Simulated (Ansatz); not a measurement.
Partial pair distribution functions of a relaxed model of amorphous Si64Ge32, broadened by 0.06 Å; density 3.27 g/cm³. Level of theory: PBE, scalar-relativistic without spin-orbit coupling (plane waves to 420 eV, PAW; Ansatz, a quantum-chemistry and plane-wave program).

A CHGNet melt-quench gave the starting glass, which DFT then relaxed. The hot cell started wider than the set density and was brought back towards it in steps. It is the lowest in DFT energy of 4 quenches. It is a model cell: composition and starting density were chosen by hand, and all elements were melted together. No dispersion term was used. Its density started from a set value of 3.27 and ended at 3.27 g/cm³. The simulated quench (nominally 52 K/ps over its main leg) is rapid and tends to freeze in more defects than a deposited or slowly cooled glass has. A cell of this size samples the disorder only roughly. The volume was held where the preparation left it and the shape relaxed, at a PBE pressure of -0.1 GPa (tension).

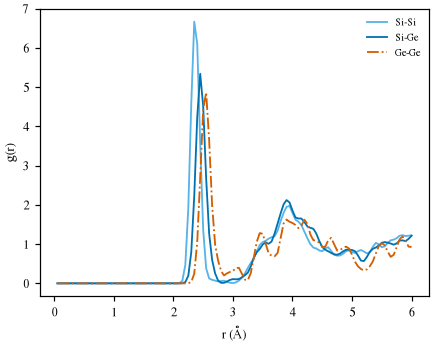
Partial pair distribution functions

Highest peaks under 4.5 Å: Si-Si near 2.35 Å, Si-Ge near 2.45 Å, Ge-Ge near 2.55 Å; pairs of few atoms are noisy.

Within 2.68 Å each Si has 2.75 Si neighbours on average.
